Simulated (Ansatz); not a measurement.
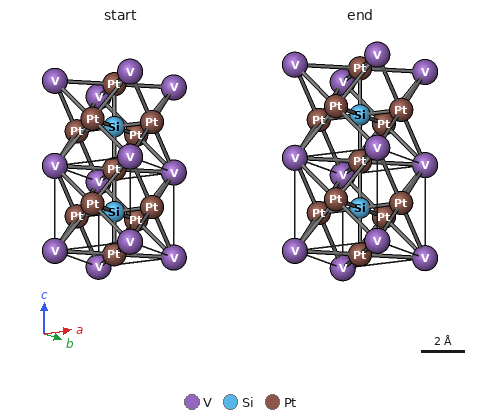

The structure of solid VSiPt₃ (built on the cubic perovskite type) (coarse preliminary run) before (left) and after (right) a relaxation, at one scale.

The picture is a ball-and-stick view of the cell of the calculation, repeated 1 × 1 × 2 with one cell outlined, seen from a free direction.

Case: cubic perovskite type (Pm-3m, No. 221).

These are results of DFT PBE, scalar-relativistic, plane waves, PAW in Ansatz, not measurements. Set-up: plane-wave cutoff 420 eV; k-point mesh 4 × 4 × 4; occupations gaussian; smearing width 0.1 eV; collinear spin; cell and atoms relaxed; force threshold 0.04 eV/Å; at most 70 steps.

### Describe what moved and what it gained.

After 5 accepted moves (7 points after the start) the energy has fallen by 754 meV per atom. All forces vanish by symmetry, so only the cell relaxes. The pressure goes from 71.65 to 0.07 GPa. At 2 points the geometry stayed and the basis and grid were re-selected for the new cell (energy shift of 6.6 meV per atom at most each time). No atom moves by more than 0.005 Å relative to the cell. The volume changes by +31.3 %, with a = b = c 4.113 → 4.504 Å (+9.5 %). Near-neighbour distances that change, for instance: Pt–V 2.909 → 3.185 Å, Pt–Si 2.057 → 2.252 Å. The space group stays Pm-3m (No. 221). Cost: 37 s on 1 thread of Arm Neoverse V2 (shared host), peak memory 0.4 GiB.

Limits of the set-up: the k-point mesh is coarse for a cell with partly filled bands.
